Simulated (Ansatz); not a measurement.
**BN (boron nitride) at UPBE-QIDH/cc-pVTZ**

What is the electronic atomisation energy of BN (boron nitride) at UPBE-QIDH/cc-pVTZ? 

The calculation is run with Ansatz 0.2.0.

32 further runs of the same task are left out: 32 set aside as unsound or not needed.

## 1. The molecule

BN: 2 atoms, total charge 0, spin state triplet. As SMILES, `B#N`. The coordinates come from a PBE0-D4/def2-TZVP relaxation.

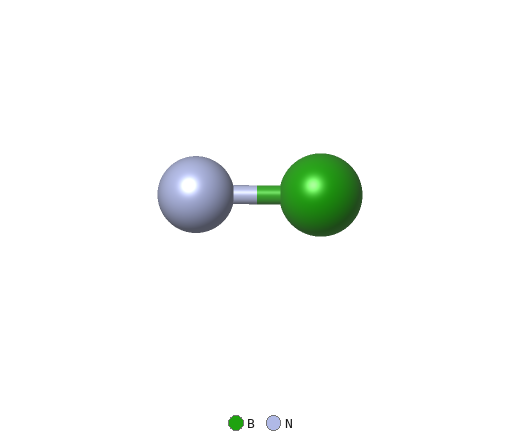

Viewed from a chosen angle; boron green, nitrogen light blue.

## 2. A single-point energy at UPBE-QIDH/cc-pVTZ

Input file job.yaml:

```yaml
crystal:
  periodic: [false, false, false]
  atoms:
    - symbol: B
      position_ang: [-0.000000, -0.000000, -0.023520]
    - symbol: "N"
      position_ang: [0.000000, 0.000000, 1.291950]
basis:
  gaussian: {orbitals: cc-pVTZ}
magnetization: {spin_polarized: true, initial_magnetization: 2}
hamiltonian: {xc: {name: PBE-QIDH}}
correlation: {frozen_orbitals: {B: 1, "N": 1}}
accuracy: high
output: {orbitals: {seedname: orbitals}}
```

Started as:

```bash
$ ansatz run job.yaml --threads 1 --pin off --max-ram 3480MiB --events-out events.jsonl --progress --plain --runs-dir runs
```

The log of the run:

```text
Warning: RAYON_NUM_THREADS=1 ignored (pool sized by the plan → 1); use --threads N
Functional definition: PBE-QIDH
  name "PBE-QIDH"
  parameter a = 3^(-1/3)
  parameter c = 1/3
  exchange = (1 - a)*pbe_x + a*exact_x
  correlation = (1 - c)*pbe_c + c*(mp2_os + mp2_ss)
848 factors; integrals over basis functions are off by at most 2.6e-9 eV
mean field evaluation 1: about -2153.8734 eV, gradient 2.0e1 eV
mean field evaluation 2: about -2153.8758 eV, gradient 2.0e1 eV
mean field evaluation 4: about -2155.8241 eV, gradient 2.6e0 eV
mean field evaluation 8: about -2156.0065 eV, gradient 3.9e-1 eV
mean field evaluation 16: about -2156.0165 eV, gradient 5.4e-3 eV
mean field evaluation 32: about -2155.8144 eV, gradient 2.4e0 eV
mean field -2156.01651041 eV, -79.2321453571 hartree, gradient 2.4e-8 eV, S^2 2.013266; 2 other end points of the search recorded, 0 dependent functions left out
2 core orbitals not correlated: weight in the atoms' cores, before any rotation towards them, 1.000 or more for the frozen orbitals, at most 0.000 for the correlated occupied ones
reference -2156.01651117 eV, -79.2321453850 hartree; 5, 3 occupied and 53, 55 virtual orbitals, 848 factors
second order -6.98484872 eV of doubles, -0.00000000 eV of singles
Total energy: -2158.34479408 eV, -79.3177082036 hartree
```

It took 2.6 s on 1 thread of Arm Neoverse V1, shared host; peak memory 0.13 GiB.

## 3. The B atom, same level

Input file input.yaml:

```yaml
basis:
  gaussian:
    orbitals: cc-pVTZ
crystal:
  periodic: [false, false, false]
  atoms:
    - symbol: B
      position_ang: [0.000000, 0.000000, 0.000000]
magnetization:
  spin_polarized: true
  initial_magnetization: 1
hamiltonian:
  xc: {name: PBE-QIDH}
correlation:
  frozen_orbitals: {B: 1}
accuracy: high
```

Run the same way, it converges to -24.61332 Eh (log not shown).

## 4. The N atom at the same level

Input file run.yaml:

```yaml
crystal:
  periodic: [false, false, false]
  atoms:
    - {symbol: "N", position_ang: [0.000000, 0.000000, 0.000000]}
basis:
  gaussian: {orbitals: cc-pVTZ}
magnetization: {spin_polarized: true, initial_magnetization: 3}
hamiltonian: {xc: {name: PBE-QIDH}}
correlation: {frozen_orbitals: {"N": 1}}
accuracy: high
```

Run the same way, it converges to -54.53963 Eh (log not shown).

## 5. What came out

At UPBE-QIDH/cc-pVTZ, 2 core orbitals frozen:

```
                                                          quantity         value
                                            molecule: total energy  -79.31771 Eh
molecule: HOMO energy (SCF part's orbitals) (highest over α and β)     -10.68 eV
 molecule: LUMO energy (SCF part's orbitals) (lowest over α and β)      -2.05 eV
                                                    molecule: ⟨S²⟩         2.013
                                              B atom: total energy  -24.61332 Eh
                                                      B atom: ⟨S²⟩         0.757
                                              N atom: total energy  -54.53963 Eh
                                                      N atom: ⟨S²⟩         3.754
                                     electronic atomisation energy      4.483 eV
```

What this shows: Taking the molecule apart into free atoms costs 4.48 eV (433 kJ/mol), before zero-point energy and without spin-orbit coupling.
